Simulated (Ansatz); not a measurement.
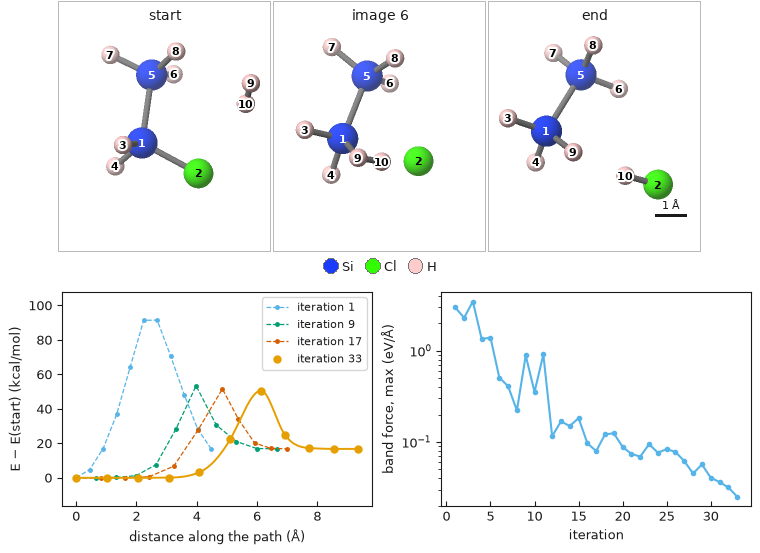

A nudged-elastic-band calculation for Si2H7Cl, made up at the start of Si2H5Cl and H2. Images are numbered from 0 (start) to 10 (end). The plot follows the band through its iterations. Style: ball-and-stick. Shown at a tilt.

Method: Ansatz, RKS PBE-D4/6-31G*.

Input file:
```yaml
crystal:
  periodic: [false, false, false]
  atoms:
    - { symbol: Si, position_ang: [-0.346328, 0.4439, -0.111278] }
    - { symbol: Cl, position_ang: [0.157464, 0.326583, 1.917647] }
    - { symbol: H, position_ang: [0.900263, 0.793366, -0.86764] }
    - { symbol: H, position_ang: [-1.326276, 1.568602, -0.264841] }
    - { symbol: Si, position_ang: [-1.260981, -1.594579, -0.832342] }
    - { symbol: H, position_ang: [-2.443265, -1.956317, 0.015662] }
    - { symbol: H, position_ang: [-1.709361, -1.445773, -2.258693] }
    - { symbol: H, position_ang: [-0.239319, -2.687537, -0.7521] }
    - { symbol: H, position_ang: [1.770122, -3.110251, 1.509525] }
    - { symbol: H, position_ang: [1.533881, -2.445794, 1.76866] }
basis:
  gaussian: { orbitals: "6-31G*" }
hamiltonian:
  xc: pbe
  dispersion: d4
neb:
  order_check: false
  images: 9
  f_tol: 0.03
  max_iterations: 60
  initial_path: linear
  final_atoms:
    - { symbol: Si, position_ang: [0.37712375, -0.12625694, -0.44349993] }
    - { symbol: Cl, position_ang: [-0.19401223, -1.48741963, 3.32336476] }
    - { symbol: H, position_ang: [1.19043324, 0.24774722, -1.64809718] }
    - { symbol: H, position_ang: [-0.24356681, 1.11371247, 0.12882946] }
    - { symbol: Si, position_ang: [-1.24221294, -1.74573081, -0.9533236] }
    - { symbol: H, position_ang: [-2.04871179, -2.07579562, 0.26735731] }
    - { symbol: H, position_ang: [-2.15884061, -1.22612524, -2.02281914] }
    - { symbol: H, position_ang: [-0.57891875, -2.99699366, -1.45423451] }
    - { symbol: H, position_ang: [1.34300779, -0.6620333, 0.58643451] }
    - { symbol: H, position_ang: [0.59189836, -1.14890451, 2.34058831] }
```

Run as
```bash
ansatz run input.yaml --threads 1 --pin off --max-ram 2048MiB --backend cpu --events-out ev --progress --plain --runs-dir out
```

Question: Judge this run.

Answer: The run is converged, with reservations. The band converged in 33 iterations. The largest component of the band force went from 3 to 0.025 eV/Å. The climbing image converged on the top of the path. Its curvatures weren't checked. The straight starting path can push atoms close together and costs iterations. The first iteration put the highest image at 91.5 kcal/mol. Forward barrier 50.6 kcal/mol, backward barrier 33.8 kcal/mol, with image 6 at the top; the reaction energy is +16.8 kcal/mol.

Limits of the set-up: the start holds two separate molecules, 3.1 Å apart at their closest, whose relative position is a soft coordinate.

The run took 13 min on 1 thread of Arm Neoverse V1, on a shared host, peak memory 0.11 GiB.
